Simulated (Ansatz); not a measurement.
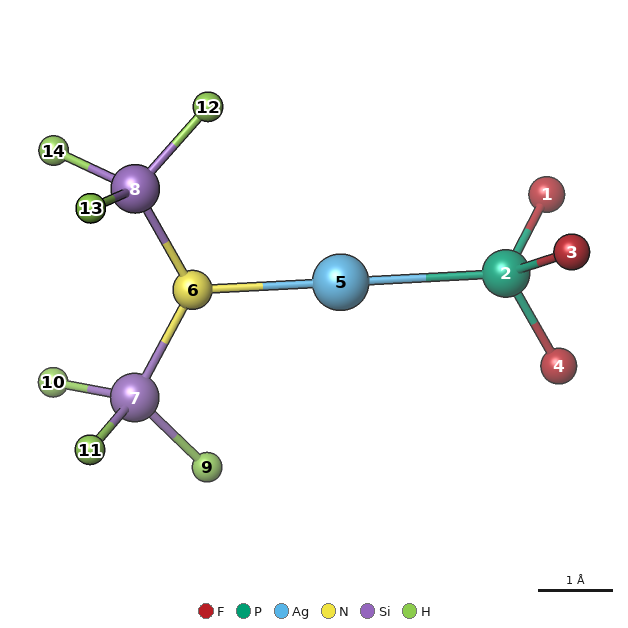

Orthographic view. Distant atoms are faded towards the background colour. The species is neutral and a spin singlet. The computed structure is the end point of a PBE0-D4/def2-TZVP optimisation.

Write the connection table.

F1: P2
P2: F1, F3, F4, Ag5
F3: P2
F4: P2
Ag5: P2, N6
N6: Ag5, Si7, Si8
Si7: N6, H9, H10, H11
Si8: N6, H12, H13, H14
(terminal hydrogens appear only as neighbours)
